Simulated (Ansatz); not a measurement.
# AlGeF+ (quartet): the correlation ladder, cc-pVDZ

Aim: climb from Hartree-Fock through coupled cluster for AlGeF+ (quartet) at one geometry and basis, and see what each rung misses.

Computed with Ansatz 0.2.0, Gaussian basis. Level: cc-pVDZ, core rule «outside noble gas», up to 20 orbitals frozen.

Plan: UHF; CCSD(T) on ROHF; CCSD(T) on UHF; BCCD(T) on ROHF; CISD as a restricted active space (open shells left free, so some higher excitations enter); CCSDT(Q) on ROHF; CCSDT(Q) on UHF.

37 further runs of the same task are left out: 10 for a known fault of the program, 13 that didn't finish, 14 set aside as unsound or not needed. Runs told in other sessions of the task aren't counted.

### 1 The geometry

The geometry is a PBE0/def2-TZVP stationary point (not a proven minimum) of the parent state, kept for this charge and spin. No spin-orbit coupling is included. The filled d shell of Ge may be among the frozen orbitals whatever the setting's name suggests.

3 atoms, charge 1, spin multiplicity 4.

Atoms are counted from 1 here; the program's logs count them from 0.

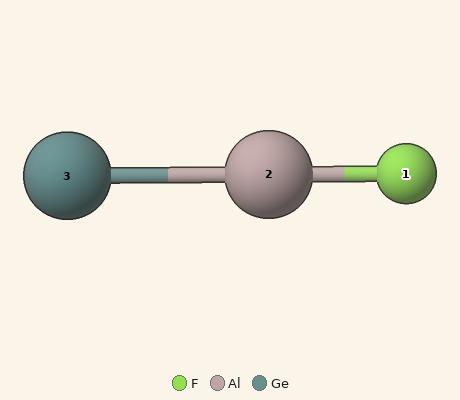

The structure; fluorine green, aluminium light grey, germanium teal; atoms are numbered from 1 in the order of the file.

In the tables R marks a restricted open-shell determinant and U an unrestricted one; energies count from the table's Hartree-Fock row.

### 2 UHF

The input, in.yaml:

```yaml
crystal:
  periodic: [false, false, false]
  atoms:
    - {symbol: F, position_ang: [0.000000, 0.000000, -1.903100]}
    - {symbol: Al, position_ang: [0.000000, 0.000000, -0.254900]}
    - {symbol: Ge, position_ang: [0.000000, 0.000000, 2.158000]}
basis:
  gaussian: {orbitals: cc-pVDZ}
total_charge: 1
magnetization: {spin_polarized: true, initial_magnetization: 3}
hamiltonian: {xc: hf}
output: {orbitals: {seedname: orbitals}}
```

Started as:

```
$ ansatz run in.yaml --threads 1 --pin off --events-out ev --progress --plain --max-ram 2393MiB
```

What it wrote:

```text
Functional definition: HF
  name "HF"
  cite "Fock, Z. Phys. 61, 126 (1930) doi:10.1007/BF01340294"
  parent pbe
  exchange = exact_x
  correlation = 0
638 factors; integrals over basis functions are off by at most 7.2e-4 eV
mean field evaluation 1: about -65747.0441 eV, gradient 4.2e1 eV
mean field evaluation 2: about -65747.0495 eV, gradient 4.2e1 eV
mean field evaluation 4: about -65754.4472 eV, gradient 3.1e0 eV
mean field evaluation 8: about -65754.6184 eV, gradient 1.8e-1 eV
mean field evaluation 16: about -65748.1142 eV, gradient 5.3e0 eV
mean field evaluation 32: about -65746.8015 eV, gradient 1.0e1 eV
mean field -65754.61965021 eV, -2416.4377020634 hartree, gradient 1.3e-5 eV, S^2 3.764200; 0 other end points of the search recorded, 0 dependent functions left out
reference -65754.61965021 eV, -2416.4377020634 hartree; 28, 25 occupied and 31, 34 virtual orbitals, 638 factors
Total energy: -65754.61965021 eV, -2416.4377020634 hartree
```

Run time: 2.8 s. Hardware: 1 thread of Arm Neoverse N1, shared host.

From the report: ⟨S²⟩ of the determinant 3.764 (pure quartet: 3.75).

### 3 CCSD(T) on ROHF

Changes to in.yaml since step 2:

```diff
@@ -9,4 +9,3 @@
 total_charge: 1
-magnetization: {spin_polarized: true, initial_magnetization: 3}
-hamiltonian: {xc: hf}
-output: {orbitals: {seedname: orbitals}}
+magnetization: {spin_polarized: false, initial_magnetization: 3}
+correlation: {method: ccsd_t, electrons: outside_noble_gas}
```

Same command.

What it wrote, shortened:

```text
Functional definition: HF
  name "HF"
  cite "Fock, Z. Phys. 61, 126 (1930) doi:10.1007/BF01340294"
  parent pbe
[...]
638 factors; integrals over basis functions are off by at most 7.2e-4 eV
[...]
mean field -65754.52700260 eV, -2416.4342973264 hartree, gradient 4.6e-6 eV, S^2 3.750000; 1 other end points of the search recorded, 0 dependent functions left out
[...]
determinant -65754.52700260 eV, -2416.4342973264 hartree, with singles and doubles -65762.39104548 eV, -2416.7232955716 hartree
determinant -65751.91486082 eV, -2416.3383028867 hartree, with singles and doubles -65759.69615478 eV, -2416.6242601653 hartree
20 core orbitals not correlated: weight in the atoms' cores, before any rotation towards them, 1.000 or more for the frozen orbitals, at most 0.000 for the correlated occupied ones
reference -65754.52700260 eV, -2416.4342973264 hartree; 8, 5 occupied and 31, 34 virtual orbitals, 638 factors
second order -7.39429877 eV of doubles, -0.03391739 eV of singles
cycle   1  -7.86624884 eV  change   -2.2e-3 eV  update   2.2e-3
[...]
cycle   7  -7.86630790 eV  change   -7.3e-6 eV  update   1.2e-5
perturbative correction -0.19691780 eV, -0.0072365958 hartree
Total energy: -65762.59022830 eV, -2416.7306154055 hartree
```

It took 9.5 s on 1 thread of Arm Neoverse N1, shared host.

From the report: correlation -8.0632 eV; T1 0.030; largest double amplitude 0.07.

### 4 CCSD(T) on UHF

Changes to in.yaml since step 3:

```diff
@@ -9,3 +9,3 @@
 total_charge: 1
-magnetization: {spin_polarized: false, initial_magnetization: 3}
+magnetization: {spin_polarized: true, initial_magnetization: 3}
 correlation: {method: ccsd_t, electrons: outside_noble_gas}
```

Launched as before.

What it wrote, shortened:

```text
Functional definition: HF
  name "HF"
  cite "Fock, Z. Phys. 61, 126 (1930) doi:10.1007/BF01340294"
  parent pbe
[...]
638 factors; integrals over basis functions are off by at most 7.2e-4 eV
[...]
mean field -65754.61965021 eV, -2416.4377020634 hartree, gradient 2.9e-6 eV, S^2 3.764200; 1 other end points of the search recorded, 0 dependent functions left out
determinant -65754.61965021 eV, -2416.4377020634 hartree, with singles and doubles -65762.40668679 eV, -2416.7238703791 hartree
determinant -65752.01092306 eV, -2416.3418331085 hartree, with singles and doubles -65759.71041924 eV, -2416.6247843745 hartree
20 core orbitals not correlated: weight in the atoms' cores, before any rotation towards them, 1.000 or more for the frozen orbitals, at most 0.000 for the correlated occupied ones
reference -65754.61965021 eV, -2416.4377020634 hartree; 8, 5 occupied and 31, 34 virtual orbitals, 638 factors
second order -7.33216123 eV of doubles, -0.00000000 eV of singles
cycle   1  -7.78926495 eV  change   -2.2e-3 eV  update   2.3e-3
[...]
cycle   7  -7.78988956 eV  change   -8.7e-6 eV  update   1.2e-5
perturbative correction -0.19506999 eV, -0.0071686901 hartree
Total energy: -65762.60460976 eV, -2416.7311439144 hartree
```

Run time: 9.5 s. Hardware: 1 thread of Arm Neoverse N1, shared host.

From the report: ⟨S²⟩ of the determinant 3.764 (pure quartet: 3.75); correlation -7.9850 eV; T1 0.027; largest double amplitude 0.07.

### 5 BCCD(T) on ROHF

Changes to in.yaml since step 4:

```diff
@@ -9,3 +9,3 @@
 total_charge: 1
-magnetization: {spin_polarized: true, initial_magnetization: 3}
-correlation: {method: ccsd_t, electrons: outside_noble_gas}
+magnetization: {spin_polarized: false, initial_magnetization: 3}
+correlation: {method: bccd_t, electrons: outside_noble_gas}
```

Same command.

What it wrote, shortened:

```text
Functional definition: HF
  name "HF"
  cite "Fock, Z. Phys. 61, 126 (1930) doi:10.1007/BF01340294"
  parent pbe
[...]
638 factors; integrals over basis functions are off by at most 7.2e-4 eV
[...]
mean field -65754.52700260 eV, -2416.4342973264 hartree, gradient 4.6e-6 eV, S^2 3.750000; 1 other end points of the search recorded, 0 dependent functions left out
[...]
determinant -65754.52700260 eV, -2416.4342973264 hartree, with singles and doubles -65762.39104548 eV, -2416.7232955716 hartree
determinant -65751.91486082 eV, -2416.3383028867 hartree, with singles and doubles -65759.69615478 eV, -2416.6242601653 hartree
20 core orbitals not correlated: weight in the atoms' cores, before any rotation towards them, 1.000 or more for the frozen orbitals, at most 0.000 for the correlated occupied ones
reference -65754.52700260 eV, -2416.4342973264 hartree; 8, 5 occupied and 31, 34 virtual orbitals, 638 factors
second order -7.39429877 eV of doubles, -0.03391739 eV of singles
cycle   1  -7.83786103 eV  change    2.6e-2 eV  update   1.6e-2
[...]
cycle  10  -7.83694174 eV  change    1.9e-7 eV  update   8.0e-6
perturbative correction -0.23099077 eV, -0.0084887542 hartree
Total energy: -65762.59493511 eV, -2416.7307883775 hartree
```

Wall time 10 s (1 thread of Arm Neoverse N1, shared host).

From the report: correlation -8.0679 eV; largest double amplitude 0.07.

### 6 CISD as a restricted active space (open shells left free, so some higher excitations enter)

Changes to in.yaml since step 5:

```diff
@@ -10,2 +10,2 @@
 magnetization: {spin_polarized: false, initial_magnetization: 3}
-correlation: {method: bccd_t, electrons: outside_noble_gas}
+correlation: {active_space: {ras: {orbitals: [5, 3, 31], electrons: 13, max_holes: 2, max_particles: 2}, fixed_orbitals: true}}
```

Launched as before.

What it wrote:

```text
Functional definition: HF
  name "HF"
  cite "Fock, Z. Phys. 61, 126 (1930) doi:10.1007/BF01340294"
  parent pbe
  exchange = exact_x
  correlation = 0
638 factors; integrals over basis functions are off by at most 7.2e-4 eV
mean field evaluation 1: about -65746.5021 eV, gradient 6.0e1 eV
mean field evaluation 2: about -65746.5069 eV, gradient 6.0e1 eV
mean field evaluation 4: about -65754.1912 eV, gradient 8.0e0 eV
mean field evaluation 8: about -65754.5183 eV, gradient 3.0e-1 eV
mean field evaluation 16: about -65749.2374 eV, gradient 6.2e-1 eV
mean field evaluation 32: about -65754.5092 eV, gradient 3.0e-1 eV
mean field -65754.52700260 eV, -2416.4342973264 hartree, gradient 4.6e-6 eV, S^2 3.750000; 0 other end points of the search recorded, 0 dependent functions left out
reference -65754.52700260 eV, -2416.4342973264 hartree; 28, 25 occupied and 31, 34 virtual orbitals, 638 factors
state -65761.77202584 eV, -2416.7005470196 hartree
Total energy: -65761.77202584 eV, -2416.7005470196 hartree
```

It took 32 s on 1 thread of Arm Neoverse N1, shared host.

From the report: 80,753 determinants.

### 7 CCSDT(Q) on ROHF

Changes to in.yaml since step 6:

```diff
@@ -10,2 +10,2 @@
 magnetization: {spin_polarized: false, initial_magnetization: 3}
-correlation: {active_space: {ras: {orbitals: [5, 3, 31], electrons: 13, max_holes: 2, max_particles: 2}, fixed_orbitals: true}}
+correlation: {method: ccsdt_q, electrons: outside_noble_gas}
```

Launched as before.

What it wrote, shortened:

```text
Functional definition: HF
  name "HF"
  cite "Fock, Z. Phys. 61, 126 (1930) doi:10.1007/BF01340294"
  parent pbe
[...]
1085 factors; integrals over basis functions are off by at most 1.4e-7 eV
[...]
mean field -65754.52715794 eV, -2416.4343030351 hartree, gradient 4.0e-6 eV, S^2 3.750000; 1 other end points of the search recorded, 0 dependent functions left out
[...]
determinant -65754.52715794 eV, -2416.4343030351 hartree, with singles and doubles -65762.39121000 eV, -2416.7233016178 hartree
determinant -65751.91502478 eV, -2416.3383089119 hartree, with singles and doubles -65759.69633257 eV, -2416.6242666988 hartree
20 core orbitals not correlated: weight in the atoms' cores, before any rotation towards them, 1.000 or more for the frozen orbitals, at most 0.000 for the correlated occupied ones
reference -65754.52715794 eV, -2416.4343030351 hartree; 8, 5 occupied and 31, 34 virtual orbitals, 1085 factors
second order -7.39431547 eV of doubles, -0.03391766 eV of singles
cycle   1  -7.53907557 eV  change   -1.1e-1 eV  update   1.0e-1
[...]
cycle  18  -8.09460128 eV  change   -2.9e-7 eV  update   1.4e-6
perturbative correction -0.01653431 eV, -0.0006076248 hartree
Total energy: -65762.63829354 eV, -2416.7323817702 hartree
```

Wall time 77 s (1 thread of Arm Neoverse N1, shared host); peak memory 0.58 GiB.

From the report: correlation -8.1111 eV; T1 0.031; largest double amplitude 0.08.

### 8 CCSDT(Q) on UHF

Changes to in.yaml since step 7:

```diff
@@ -9,3 +9,3 @@
 total_charge: 1
-magnetization: {spin_polarized: false, initial_magnetization: 3}
+magnetization: {spin_polarized: true, initial_magnetization: 3}
 correlation: {method: ccsdt_q, electrons: outside_noble_gas}
```

Same command.

What it wrote, shortened:

```text
Functional definition: HF
  name "HF"
  cite "Fock, Z. Phys. 61, 126 (1930) doi:10.1007/BF01340294"
  parent pbe
[...]
1085 factors; integrals over basis functions are off by at most 1.4e-7 eV
[...]
mean field -65754.61980623 eV, -2416.4377077968 hartree, gradient 2.2e-6 eV, S^2 3.764200; 1 other end points of the search recorded, 0 dependent functions left out
determinant -65754.61980623 eV, -2416.4377077968 hartree, with singles and doubles -65762.40685151 eV, -2416.7238764327 hartree
determinant -65752.01108780 eV, -2416.3418391627 hartree, with singles and doubles -65759.71059539 eV, -2416.6247908478 hartree
20 core orbitals not correlated: weight in the atoms' cores, before any rotation towards them, 1.000 or more for the frozen orbitals, at most 0.000 for the correlated occupied ones
reference -65754.61980623 eV, -2416.4377077968 hartree; 8, 5 occupied and 31, 34 virtual orbitals, 1085 factors
second order -7.33217608 eV of doubles, -0.00000000 eV of singles
cycle   1  -7.45541704 eV  change   -1.2e-1 eV  update   1.0e-1
[...]
cycle  18  -8.01657959 eV  change   -3.2e-7 eV  update   1.4e-6
perturbative correction -0.02071732 eV, -0.0007613474 hartree
Total energy: -65762.65710314 eV, -2416.7330730103 hartree
```

Wall time 65 s (1 thread of Arm Neoverse N1, shared host); peak memory 0.46 GiB.

From the report: ⟨S²⟩ of the determinant 3.764 (pure quartet: 3.75); correlation -8.0373 eV; T1 0.027; largest double amplitude 0.08.

### 9 Misses and costs

The yardstick is UCCSDT(Q), where the cluster series has nearly closed. Rows without a time are mean-field rows or come out of runs for another level: lower rungs of the coupled-cluster runs, or the Hartree-Fock search.

| method | energy from the lowest ROHF (meV) | from UCCSDT(Q) (meV) | time |
| --- | --- | --- | --- |
| ROHF | 0.0 | +8130.1 |  |
| UHF | -92.6 | +8037.5 |  |
| RMP2 | -7428.2 | +701.9 |  |
| UMP2 | -7424.8 | +705.3 |  |
| CISD | -7245.0 | +885.1 | 32 s |
| RCCSD | -7866.3 | +263.8 |  |
| UCCSD | -7882.5 | +247.6 |  |
| RCCSD(T) | -8063.2 | +66.9 | 9.5 s |
| UCCSD(T) | -8077.6 | +52.5 | 9.5 s |
| BCCD(T) | -8067.9 | +62.2 | 10 s |
| RCCSDT | -8094.8 | +35.3 |  |
| UCCSDT | -8109.4 | +20.7 |  |
| RCCSDT(Q) | -8111.3 | +18.8 | 77 s |
| UCCSDT(Q) | -8130.1 | 0 | 65 s |

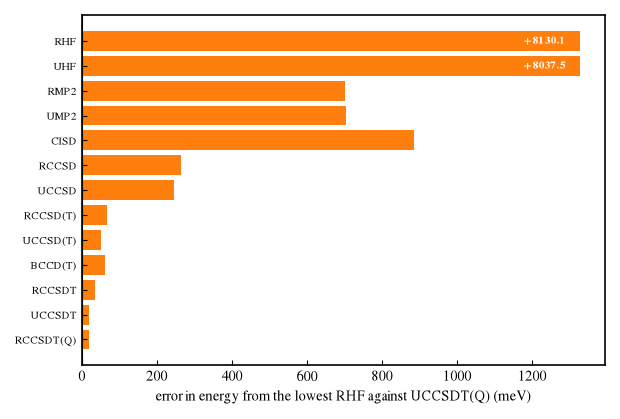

Deviations from UCCSDT(Q), method by method. Bars with a number in them are cut short.

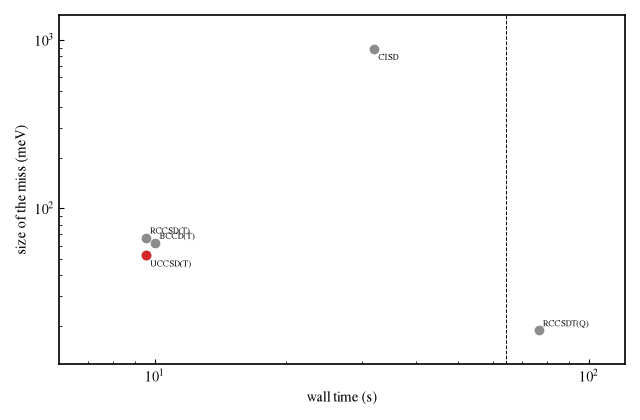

Accuracy for the time spent; red marks the levels that beat every quicker one drawn (of those quicker than the yardstick), and the dashed line is the time of UCCSDT(Q). Times are from a shared host.

### 10 Results

| quantity | value |
| --- | --- |
| UCCSDT(Q) from the ROHF energy | -8.1301 eV |
| RMP2 from UCCSDT(Q) | +701.9 meV |
| UMP2 from UCCSDT(Q) | +705.3 meV |
| RCCSD from UCCSDT(Q) | +263.8 meV |
| RCCSD(T) from UCCSDT(Q) | +66.9 meV |
| UCCSD(T) from UCCSDT(Q) | +52.5 meV |
| RCCSDT(Q) from UCCSDT(Q) | +18.8 meV |
| levels within 1 kcal/mol (43 meV) | RCCSDT, UCCSDT, RCCSDT(Q) |
| T1 diagnostic | 0.030 |

**Reading.** RCCSD(T) lands +66.9 meV from the yardstick (0.8 % of the correlation energy). These misses are within one basis, not against nature; the frozen cores of restricted and unrestricted runs differ, which can shift their rows.

With open shells the CI space here admits some higher excitations, so it is larger than plain CISD.

For cost: UCCSD(T) gets within 52.5 meV in 9.5 s, where UCCSDT(Q) took 65 s.
